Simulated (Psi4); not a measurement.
# AlH2SF (SMILES [F][AlH][SH]): levels of theory compared

Wanted: a comparison of 6 runs (HF/STO-3G, HF/3-21G, B3LYP/6-31G*, TPSSh/def2-SVPD, wB97X-V/def2-SVPD) of AlH2SF. 

The calculation is run with Psi4 1.11.

1 further run of the same task is left out (set aside as unsound or not needed).

### Step 1. The system as given

AlH2SF: 5 atoms, total charge 0, spin state singlet. SMILES: `[F][AlH][SH]`. The Al2–H4 distance was set to 2.040 Å, away from the relaxed value.

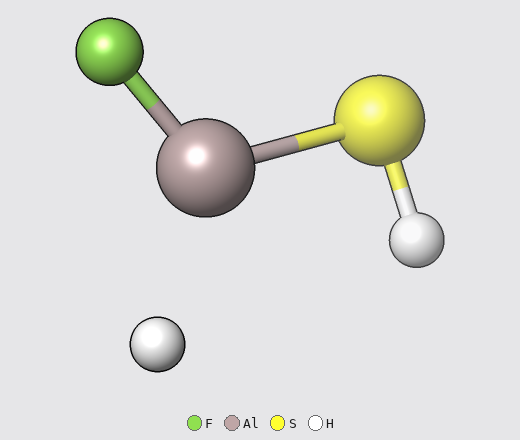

The structure, seen from a chosen angle (fluorine green, aluminium light grey, sulfur yellow, hydrogen white).

### Step 2. Energy and gradient at HF/STO-3G (run 1)

File job.json:

```json
{
  "schema_name": "qcschema_input",
  "schema_version": 1,
  "molecule": {
    "schema_name": "qcschema_molecule",
    "schema_version": 2,
    "symbols": ["F", "Al", "S", "H", "H"],
    "geometry": [-1.80533474, -3.32147334, 2.2875078, -0.5021796, -1.00334631, 0.67613834, 3.37175896, -0.07416797, 1.63744202, -2.53431171, 0.81333812, -2.05073079, 3.44016704, 1.76944884, -0.11168848],
    "molecular_charge": 0,
    "molecular_multiplicity": 1,
    "fix_symmetry": "c1",
    "fix_com": true,
    "fix_orientation": true
  },
  "driver": "gradient",
  "model": {
    "method": "hf",
    "basis": "STO-3G"
  },
  "keywords": {
    "puream": true,
    "e_convergence": 1e-09,
    "d_convergence": 1e-08,
    "scf_type": "pk"
  }
}
```

On the command line:

```sh
$ psi4 --qcschema job.json -n 1 --memory 1600MB
```

stdout:

```text
[...]
  Running in c1 symmetry.
[...]
  Nuclear repulsion =  129.237765095988095
[...]
  Multiplicity = 1
[...]
  Nalpha       = 20
  Nbeta        = 20
[...]
    Number of basis functions: 25
[...]
   @RHF iter   1:  -731.23454672340358   -1.93625e+00   1.45450e-02 ADIIS/DIIS
[...]
   @RHF iter  10:  -731.37344648367946   -3.75167e-12   7.13450e-09 DIIS
[...]
    Orbital Energies [Eh]
    ---------------------
    Doubly Occupied:
       1A    -90.673002     2A    -57.838618     3A    -25.783634
       4A     -8.588317     5A     -6.220027     6A     -6.218345
       7A     -6.215533     8A     -4.771142     9A     -2.999673
      10A     -2.998230    11A     -2.996999    12A     -1.390246
      13A     -0.860197    14A     -0.493108    15A     -0.437284
      16A     -0.411580    17A     -0.409196    18A     -0.349020
      19A     -0.263374    20A     -0.262663
[...]
  @RHF Final Energy:  -731.37344648367946
   => Energetics <=
    Nuclear Repulsion Energy =            129.2377650959880953
    One-Electron Energy =               -1280.8620417405800254
    Two-Electron Energy =                 420.2508301609124146
    Total Energy =                       -731.3734464836794587
[...]
 Multipole Moments:
 ------------------------------------------------------------------------------------
     Multipole            Electronic (a.u.)      Nuclear  (a.u.)        Total (a.u.)
 ------------------------------------------------------------------------------------
 L = 1.  Multiply by 2.5417464519 to convert [e a0] to [Debye]
 Dipole X            :        -32.1863303           32.0776512           -0.1086791
 Dipole Y            :         41.7282662          -41.5406627            0.1876035
 Dipole Z            :        -53.6474463           53.4140217           -0.2334247
 Magnitude           :                                                    0.3185801
[...]
  -Total Gradient:
     Atom            X                  Y                   Z
    ------   -----------------  -----------------  -----------------
       1       -0.009904896697    -0.020836233008     0.015347600486
       2        0.044306440311    -0.038916501847     0.058779265414
       3        0.034869310191    -0.004347723982     0.020943899239
       4       -0.064165533226     0.056637608035    -0.085399837913
       5       -0.005105320576     0.007462850800    -0.009670927220
[...]
```

The result, in JSON:

```text
{
 "driver": "gradient",
 "model": {
  "method": "hf",
  "basis": "STO-3G"
 },
 "success": true,
 "return_result": [-0.009904896696871696, -0.020836233008070082, 0.015347600485946966, 0.04430644031055044, -0.038916501846609865, 0.05877926541414996, 0.03486931019065212, -0.004347723981689977, 0.02094389923915596, -0.06416553322602328, 0.056637608034789136, -0.08539983791324737, -0.00510532057614936, 0.007462850799756643, -0.009670927220224557],
 "properties": {
  "calcinfo_nbasis": 25,
  "calcinfo_nmo": 25,
  "calcinfo_nalpha": 20,
  "calcinfo_nbeta": 20,
  "calcinfo_natom": 5,
  "nuclear_repulsion_energy": 129.2377650959881,
  "return_energy": -731.3734464836795,
  "return_gradient": [-0.009904896696871696, -0.020836233008070082, 0.015347600485946966, 0.04430644031055044, -0.038916501846609865, 0.05877926541414996, 0.03486931019065212, -0.004347723981689977, 0.02094389923915596, -0.06416553322602328, 0.056637608034789136, -0.08539983791324737, -0.00510532057614936, 0.007462850799756643, -0.009670927220224557],
  "scf_one_electron_energy": -1280.86204174058,
  "scf_two_electron_energy": 420.2508301609124,
  "scf_dipole_moment": [-0.10867906619990464, 0.18760354194579065, -0.23342466049430755],
  "scf_total_energy": -731.3734464836795,
  "scf_total_gradient": [-0.009904896696871696, -0.020836233008070082, 0.015347600485946966, 0.04430644031055044, -0.038916501846609865, 0.05877926541414996, 0.03486931019065212, -0.004347723981689977, 0.02094389923915596, -0.06416553322602328, 0.056637608034789136, -0.08539983791324737, -0.00510532057614936, 0.007462850799756643, -0.009670927220224557],
  "scf_iterations": 10
 }
}
```

Run time: 1.1 s. Hardware: 1 thread of AMD EPYC 9R45 (Zen 5), shared host; peak memory 0.18 GiB.

### Step 3. A single-point energy at HF/3-21G (run 2)

File alfh2s.py:

```python
import psi4

psi4.set_memory(1600000000)
psi4.set_num_threads(1)
psi4.core.set_output_file('alfh2s.out', False)

mol = psi4.geometry("""
F
Al 1 1.64543
S 2 2.16865 1 116.33657
H 2 2.0403 1 119.79481 3 -179.99841
H 3 1.345303 2 91.63141 1 179.94759
symmetry c1
no_reorient
no_com
""")

psi4.set_options({
    'basis': '3-21G',
    'puream': True,
    'e_convergence': 1e-09,
    'd_convergence': 1e-08,
    'scf_type': 'pk',
})

result = psi4.energy('scf', molecule=mol)
print('E =', round(result, 9))
```

On the command line:

```sh
$ python alfh2s.py
```

alfh2s.out:

```text
[...]
  Running in c1 symmetry.
[...]
  Nuclear repulsion =  129.237767257852823
[...]
  Multiplicity = 1
[...]
  Nalpha       = 20
  Nbeta        = 20
[...]
    Number of basis functions: 39
[...]
   @RHF iter   1:  -736.20927489769304   -8.48437e-01   1.00002e-02 ADIIS/DIIS
[...]
   @RHF iter  11:  -736.28337800724319    3.41061e-13   1.64949e-09 DIIS
[...]
    Orbital Energies [Eh]
    ---------------------
    Doubly Occupied:
       1A    -91.326265     2A    -58.155093     3A    -26.121683
       4A     -8.927844     5A     -6.602323     6A     -6.600681
       7A     -6.597841     8A     -4.959366     9A     -3.264589
      10A     -3.263702    11A     -3.261936    12A     -1.533228
      13A     -0.998275    14A     -0.661497    15A     -0.617432
      16A     -0.610360    17A     -0.556904    18A     -0.496678
      19A     -0.411718    20A     -0.409473
[...]
  @RHF Final Energy:  -736.28337800724319
   => Energetics <=
    Nuclear Repulsion Energy =            129.2377672578528234
    One-Electron Energy =               -1280.2885174991520216
    Two-Electron Energy =                 414.7673722340560403
    Total Energy =                       -736.2833780072433001
[...]
 Multipole Moments:
 ------------------------------------------------------------------------------------
     Multipole            Electronic (a.u.)      Nuclear  (a.u.)        Total (a.u.)
 ------------------------------------------------------------------------------------
 L = 1.  Multiply by 2.5417464519 to convert [e a0] to [Debye]
 Dipole X            :         -0.0006757            0.0011067            0.0004309
 Dipole Y            :          0.2006456            0.3372701            0.5379157
 Dipole Z            :         -3.9105727            4.5746839            0.6641112
 Magnitude           :                                                    0.8546328
[...]
```

The script printed:

```text
E = -736.283378007
```

Run time: 1.1 s. Hardware: 1 thread of AMD EPYC 9R45 (Zen 5), shared host; peak memory 0.18 GiB.

Runs 3 to 5 aren't shown in full; the table further down has their settings and results.

### Step 4. The energy at wB97X-V/def2-SVPD (run 6)

File calc.dat:

```
memory 1.6 GB

molecule {
  0 1
  F     -0.955342    -1.757648     1.210497
  Al    -0.265742    -0.530948     0.357797
  S      1.784258    -0.039248     0.866497
  H     -1.341100     0.430400    -1.085200
  H      1.820458     0.936352    -0.059103
  symmetry c1
}

set reference rks
set puream true
set e_convergence 1e-09
set d_convergence 1e-08
set scf_type pk
set dft_radial_points 99
set dft_spherical_points 590

energy('wb97x-v/def2-SVPD')
```

On the command line:

```sh
$ psi4 -n 1 calc.dat calc.out
```

calc.out:

```text
[...]
  Running in c1 symmetry.
[...]
  Nuclear repulsion =  129.237765052474629
[...]
  Multiplicity = 1
[...]
  Nalpha       = 20
  Nbeta        = 20
[...]
    Number of basis functions: 90
[...]
   @RKS iter   1:  -741.24415740759946   -6.65181e-01   5.47170e-03 DIIS/ADIIS
[...]
   @RKS iter  11:  -741.34416722489641   -1.35287e-11   6.74848e-09 DIIS
[...]
    Orbital Energies [Eh]
    ---------------------
    Doubly Occupied:
       1A    -88.866539     2A    -56.139968     3A    -24.757493
       4A     -8.063659     5A     -6.024568     6A     -6.020875
       7A     -6.017305     8A     -4.319527     9A     -2.870622
      10A     -2.865777    11A     -2.863806    12A     -1.272876
      13A     -0.871639    14A     -0.598387    15A     -0.550409
      16A     -0.542601    17A     -0.521779    18A     -0.474059
      19A     -0.394944    20A     -0.392682
[...]
  @RKS Final Energy:  -741.34416722489641
   => Energetics <=
    Nuclear Repulsion Energy =            129.2377650524746286
    One-Electron Energy =               -1284.3341301511945858
    Two-Electron Energy =                 454.7879549616731651
    DFT Exchange-Correlation Energy =     -41.2031485738191421
    Empirical Dispersion Energy =           0.0000000000000000
    VV10 Nonlocal Energy =                  0.1673914859696192
    Total Energy =                       -741.3441672248964096
[...]
 Multipole Moments:
 ------------------------------------------------------------------------------------
     Multipole            Electronic (a.u.)      Nuclear  (a.u.)        Total (a.u.)
 ------------------------------------------------------------------------------------
 L = 1.  Multiply by 2.5417464519 to convert [e a0] to [Debye]
 Dipole X            :         -1.4047625            1.6318418            0.2270793
 Dipole Y            :         -2.9901187            3.4489342            0.4588156
 Dipole Z            :          2.2121689           -2.5462585           -0.3340897
 Magnitude           :                                                    0.6113041
[...]
```

Wall time 30 s (1 thread of AMD EPYC 9R45 (Zen 5), shared host); peak memory 1 GiB.

### Step 5. All runs side by side

| run | level | task | integration grid | energy (Eh) | dipole moment (D) | HOMO energy (eV) | LUMO energy (eV) | wall time |
| --- | --- | --- | --- | --- | --- | --- | --- | --- |
| 1 | HF/STO-3G | gradient | – | -731.373446 | 0.81 | -7.15 | 7.59 | 1.1 s |
| 2 | HF/3-21G | energy | – | -736.283378 | 2.17 | -11.14 | 1.44 | 1.1 s |
| 3 | B3LYP/6-31G* (spherical functions) | gradient | 99 radial × 590 angular | -741.738490 | 1.44 | -7.88 | -1.42 | 5.1 s |
| 4 | B3LYP/6-31G* (Cartesian functions) | energy | 99 radial × 590 angular | -741.744334 | 1.43 | -7.88 | -1.42 | 4.2 s |
| 5 | TPSSh/def2-SVPD | energy | 99 radial × 590 angular | -741.508055 | 1.50 | -7.71 | -1.70 | 17 s |
| 6 | wB97X-V/def2-SVPD | energy | 99 radial × 590 angular | -741.344167 | 1.55 | -10.69 | 0.54 | 30 s |

### Step 6. Outcome

| quantity | value |
| --- | --- |
| run 6: total energy | -741.34417 Eh |
| run 6: dipole moment | 1.55 D |
| run 6: HOMO energy | -10.69 eV |
| run 6: LUMO energy | 0.54 eV |
| run 6: HOMO–LUMO gap | 11.22 eV |

The dipole moment (its size) runs from 0.81 D (HF/STO-3G) to 2.17 D (HF/3-21G). The HOMO–LUMO gap runs from 6.01 eV (TPSSh/def2-SVPD) to 14.74 eV (HF/STO-3G). The two ends differ in method and basis. Totals of different functionals can't be ranked against each other. In run 1 the basis is minimal, so the values are rough. All runs together took 59 s, the longest 30 s.
